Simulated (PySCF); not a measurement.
# C5H12O3SSi: what the fields show

```xyz
22

C    -1.0374   -2.0557    0.1227
C    -0.8985   -0.6107    0.5443
C     0.4760   -0.0252    0.6516
O     0.6437    0.9993    1.2861
C     1.5851   -0.6360   -0.1170
Si    3.1426    0.4111    0.2309
S    -1.6476    0.4009   -0.8186
C    -1.8383    2.0724   -0.1478
O    -0.7161    0.4308   -1.9123
O    -2.9550   -0.1323   -1.0847
H    -0.6024   -2.7259    0.8624
H    -0.5538   -2.2135   -0.8382
H    -2.0935   -2.2903    0.0080
H    -1.4968   -0.3695    1.4230
H     1.2985   -0.5955   -1.1701
H     1.6994   -1.6895    0.1353
H     3.4140    0.3866    1.6659
H     2.9502    1.7668   -0.2697
H     4.2493   -0.2398   -0.4792
H    -2.0401    2.7319   -0.9824
H    -2.6727    2.0537    0.5405
H    -0.9169    2.3500    0.3484
```

Geometry: GFN2-xTB.

Level of theory: PBE0/pcSseg-1, SCF density, gas phase, non-relativistic (PySCF 2.14.0).

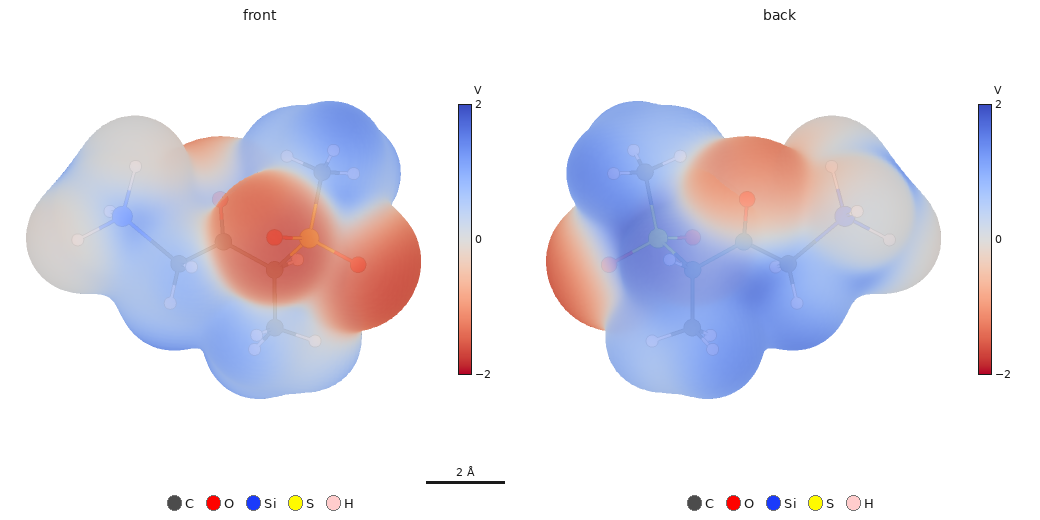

Figure 1. The molecular electrostatic potential painted on the density surface at 0.002 e/bohr³, seen from the front and from behind; the colour scale runs from red (negative) to blue (positive).

**Where is the surface potential most negative and most positive?**

The most negative region (about −1.6 V) lies over O10, the most positive (about +1.5 V) over the C, H and S atoms. O10 is the likeliest acceptor of a hydrogen bond.

**How polar is the molecule by this calculation?**

Its dipole moment is 2.36 D.

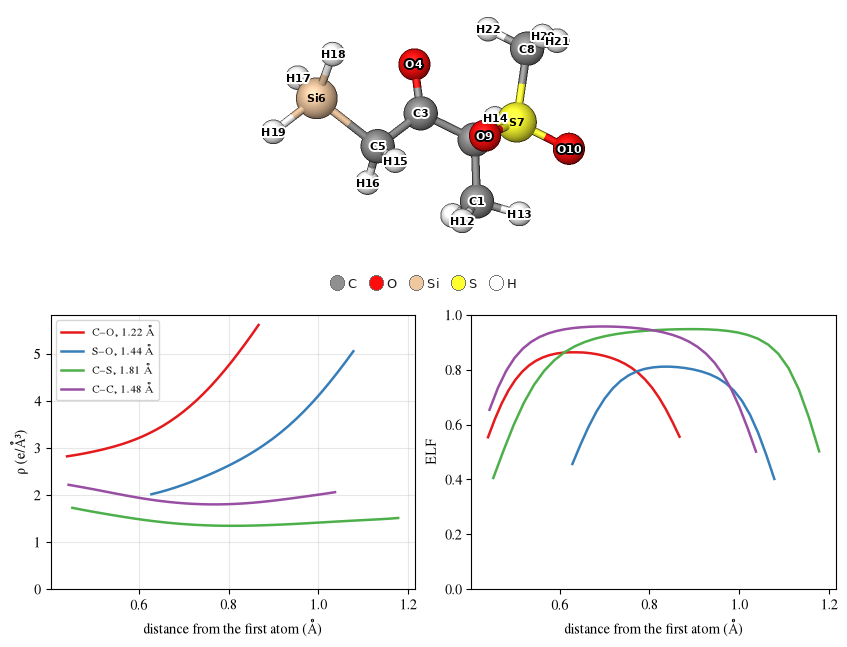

Figure 2. Electron density and ELF along straight lines between neighbouring atoms. The curves leave out the atomic cores. The structure is drawn too.

**What kind of bonding do the profiles show?**

C–O (1.22 Å): ρ at the midpoint is about 3.2 e/Å³; the ELF peaks at about 0.85 between the atoms; a short, multiple covalent bond.
S–O (1.44 Å): ρ is about 2.3 e/Å³ halfway; the ELF peaks at about 0.80 between the atoms (a polar covalent bond).
C–S (1.81 Å): ρ at the midpoint is about 1.4 e/Å³; the ELF peaks at about 0.95 between the atoms: localised, covalent bonding.
C–C (1.48 Å): ρ at the midpoint is about 1.8 e/Å³; the ELF peaks at about 0.95 between the atoms (localised, covalent bonding).
